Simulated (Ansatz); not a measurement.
# AlH5N2O···HBr: what the fields show

```json
{"atom": "Al", "x (Å)": "-0.4531", "y (Å)": "-0.0885", "z (Å)": "-0.1320"}
{"atom": "O", "x (Å)": "-0.1794", "y (Å)": "1.6884", "z (Å)": "-0.2920"}
{"atom": "N", "x (Å)": "0.0014", "y (Å)": "-1.0591", "z (Å)": "-1.5282"}
{"atom": "N", "x (Å)": "-1.2520", "y (Å)": "-0.7309", "z (Å)": "1.3041"}
{"atom": "H", "x (Å)": "2.0304", "y (Å)": "1.7153", "z (Å)": "0.2011"}
{"atom": "Br", "x (Å)": "3.0812", "y (Å)": "0.7794", "z (Å)": "0.6143"}
{"atom": "H", "x (Å)": "-0.6624", "y (Å)": "2.3288", "z (Å)": "0.2033"}
{"atom": "H", "x (Å)": "-0.0155", "y (Å)": "-2.0578", "z (Å)": "-1.5945"}
{"atom": "H", "x (Å)": "0.4337", "y (Å)": "-0.6731", "z (Å)": "-2.3458"}
{"atom": "H", "x (Å)": "-1.4867", "y (Å)": "-0.2094", "z (Å)": "2.1265"}
{"atom": "H", "x (Å)": "-1.4974", "y (Å)": "-1.6931", "z (Å)": "1.4433"}
```

Not at a stationary point (largest force 2.0 eV/Å).

These are results of RHF/def2-SVP (Ansatz), not measurements.

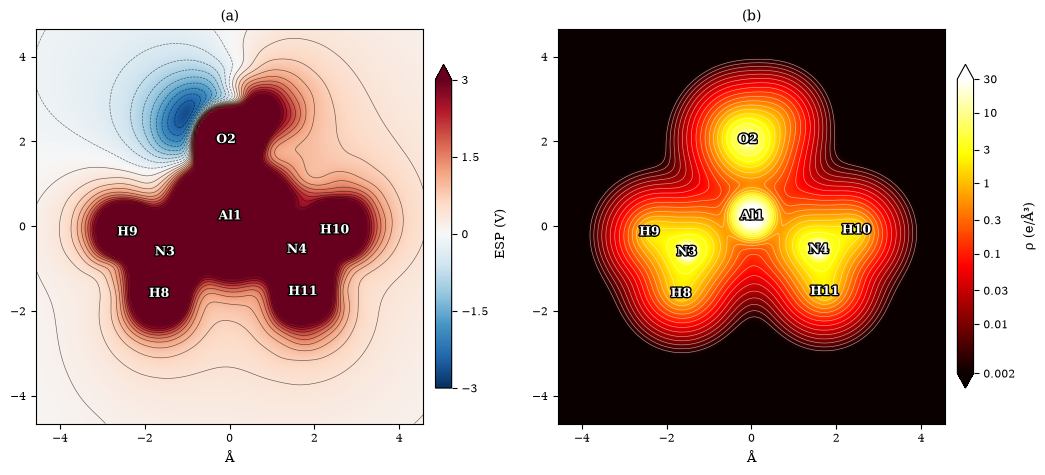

Figure 1. (a) molecular electrostatic potential; (b) electron density on the plane of atoms N3, Al1 and N4.

Question: Read the bonding off the picture.

Answer: The section cuts through Al, O, N and H sites.
Al–N (1.76 Å): the density is about 0.86 e/Å³ at the midpoint.
Al–O (1.80 Å): ρ is about 0.69 e/Å³ halfway.
N–H (1.00 Å): ρ is about 2.8 e/Å³ halfway.
Outside the dense part of the complex the potential is most negative (−2.6 V) near O2.

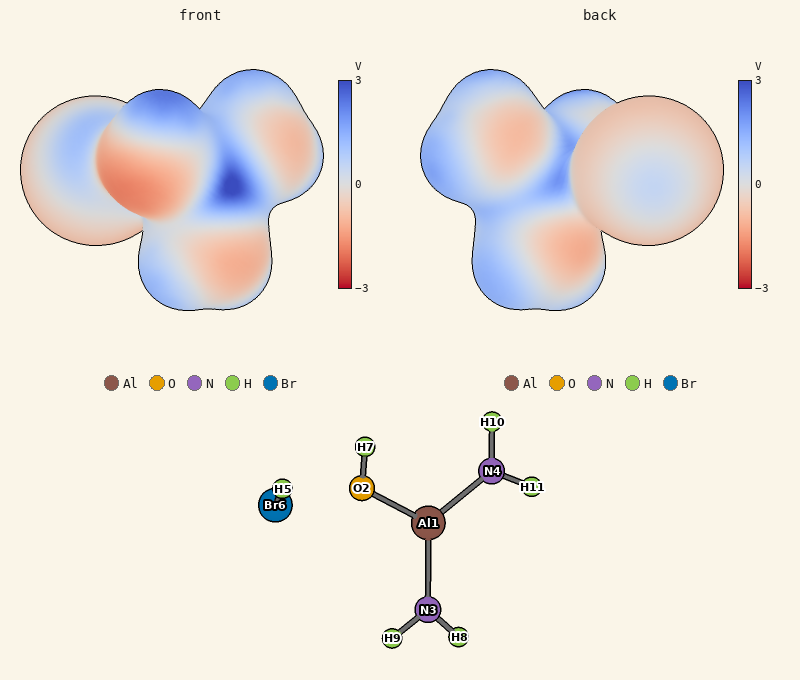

Figure 2. The electrostatic potential painted on the density surface at 0.002 e/bohr³, seen from the front and from behind; red is negative and blue positive. The bare structure is drawn below in the same view.

Question: Where is the surface potential most negative and most positive?

Answer: The most negative region (about −1.8 V) lies over O2, the most positive (about +2.7 V) over Al1. Br6 shows a σ-hole: about +0.5 V at the tip opposite its bond, against about −0.6 V on its flanks. O2 is the likeliest acceptor of a hydrogen bond.

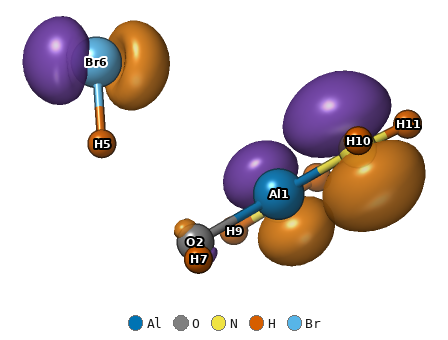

Figure 3. The HOMO−1 at ±0.15 Å⁻³ᐟ² (orange and purple are the two phases), seen from one side.

Question: Where does this orbital lie, and at what energy?

Answer: It lies mainly on N4 (about 45 %), Br6 (about 20 %), N3 (about 15 %) and Al1 (about 10 %); largely a combination of lone pairs on N4, Br6 and N3. Its energy is −11.04 eV.
